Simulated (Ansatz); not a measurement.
# GaCl (SMILES [Cl][Ga]): CAM-B3LYP/cc-pVTZ

Aim: the energy change on altering one bond length of GaCl at CAM-B3LYP/cc-pVTZ, from 2 runs. 

The results are computed with Ansatz 0.2.0.

31 further runs of the same task are left out: 31 set aside as unsound or not needed.

### Step 1. Starting point

GaCl has 2 atoms, charge 0, and is taken as a singlet. As SMILES, `[Cl][Ga]`. Geometry: relaxed at PBE0-D4/def2-TZVP.

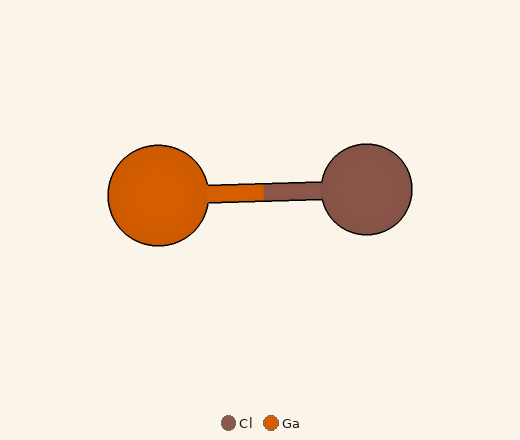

Viewed from a chosen angle; chlorine brown, gallium orange.

### Step 2. A single-point energy at CAM-B3LYP/cc-pVTZ

The input, in.yaml:

```yaml
crystal:
  periodic: [false, false, false]
  atoms:
    - {symbol: Cl, position_ang: [-0.000000, 0.000000, -0.023560]}
    - {symbol: Ga, position_ang: [0.000000, -0.000000, 2.192160]}
basis:
  gaussian:
    orbitals: cc-pVTZ
hamiltonian:
  xc: {name: CAM-B3LYP}
accuracy: high
output: {orbitals: {seedname: orbitals}}
```

Launch:

```bash
$ ansatz run in.yaml --threads 1 --pin off --max-ram 3480MiB --events-out events.jsonl --progress --plain --runs-dir runs
```

Standard output:

```text
Warning: RAYON_NUM_THREADS=1 ignored (pool sized by the plan → 1); use --threads N
Functional definition: CAM-B3LYP
  name "CAM-B3LYP"
  parameter alpha = 0.19
  parameter beta = 0.46
  parameter omega = 0.33/bohr
  parameter ac = 0.81
  exchange = (1 - alpha - beta)*b88_x + beta*b88_x_sr(omega) + alpha*exact_x + beta*exact_x_lr(omega)
  correlation = (1 - ac)*vwn5_c + ac*lyp_c
1035 factors; integrals over basis functions are off by at most 4.2e-9 eV
273 factors; integrals over basis functions are off by at most 2.4e-9 eV
mean field evaluation 1: about -64906.4179 eV, gradient 2.1e1 eV
mean field evaluation 2: about -64906.3312 eV, gradient 2.4e1 eV
mean field evaluation 4: about -64907.5447 eV, gradient 7.8e-1 eV
mean field evaluation 8: about -64907.5645 eV, gradient 1.4e-2 eV
mean field evaluation 16: about -64907.5645 eV, gradient 1.6e-6 eV
mean field -64907.56446065 eV, -2385.3089980015 hartree, gradient 3.8e-8 eV, S^2 0.000000; 0 other end points of the search recorded, 0 dependent functions left out
reference -64907.56447368 eV, -2385.3089984803 hartree; 24, 24 occupied and 53, 53 virtual orbitals, 1035 factors
Total energy: -64907.56447368 eV, -2385.3089984803 hartree
```

Run time: 4.5 s. Hardware: 1 thread of Arm Neoverse V2, shared host; peak memory 0.19 GiB.

### Step 3. The distorted shape at the same level

The input, input.yaml:

```yaml
crystal:
  periodic: [false, false, false]
  atoms:
    - {symbol: Cl, position_ang: [-0.000000, 0.000000, -1.796140]}
    - {symbol: Ga, position_ang: [0.000000, -0.000000, 2.192160]}
basis:
  gaussian: {orbitals: cc-pVTZ}
magnetization: {spin_polarized: false, initial_magnetization: 0}
hamiltonian: {xc: {name: CAM-B3LYP}}
accuracy: high
output: {orbitals: {seedname: orbitals}}
```

Launch:

```bash
$ ansatz run input.yaml --threads 1 --pin off --max-ram 3480MiB --events-out events.jsonl --progress --plain --runs-dir runs
```

Standard output, cut to the lines that bear on the results:

```text
Warning: RAYON_NUM_THREADS=1 ignored (pool sized by the plan → 1); use --threads N
[... 8 set-up lines as earlier in the session ...]
927 factors; integrals over basis functions are off by at most 4.6e-9 eV
285 factors; integrals over basis functions are off by at most 2.5e-9 eV
mean field evaluation 1: about -64901.9705 eV, gradient 2.7e1 eV
mean field evaluation 2: about -64715.3397 eV, gradient 1.4e2 eV
mean field evaluation 4: about -64904.4219 eV, gradient 5.0e0 eV
mean field evaluation 8: about -64904.4781 eV, gradient 3.4e-1 eV
mean field evaluation 16: about -64904.4792 eV, gradient 1.6e-3 eV
mean field -64904.47919341 eV, -2385.1956165218 hartree, gradient 8.2e-8 eV, S^2 0.000000; 0 other end points of the search recorded, 0 dependent functions left out
reference -64904.47920869 eV, -2385.1956170832 hartree; 24, 24 occupied and 53, 53 virtual orbitals, 927 factors
Total energy: -64904.47920869 eV, -2385.1956170832 hartree
```

It took 4.5 s on 1 thread of Arm Neoverse V2, shared host; peak memory 0.18 GiB.

### Step 4. Results

At CAM-B3LYP/cc-pVTZ:

```
                                                           quantity           value
                                          first shape: total energy  -2385.30900 Eh
                                           first shape: HOMO energy        -8.77 eV
                                           first shape: LUMO energy        -0.79 eV
                                         first shape: HOMO–LUMO gap         7.98 eV
                                      distorted shape: total energy  -2385.19562 Eh
                                       distorted shape: HOMO energy        -6.80 eV
                                       distorted shape: LUMO energy        -3.00 eV
                                     distorted shape: HOMO–LUMO gap         3.79 eV
energy change with the Cl1–Ga2 bond stretched from 2.216 to 3.988 Å        3.085 eV
```

What this shows: With the Cl1–Ga2 bond stretched from 2.216 to 3.988 Å the energy rises by 3.09 eV (298 kJ/mol). The first shape isn't relaxed at this level, so the change isn't measured from a minimum.
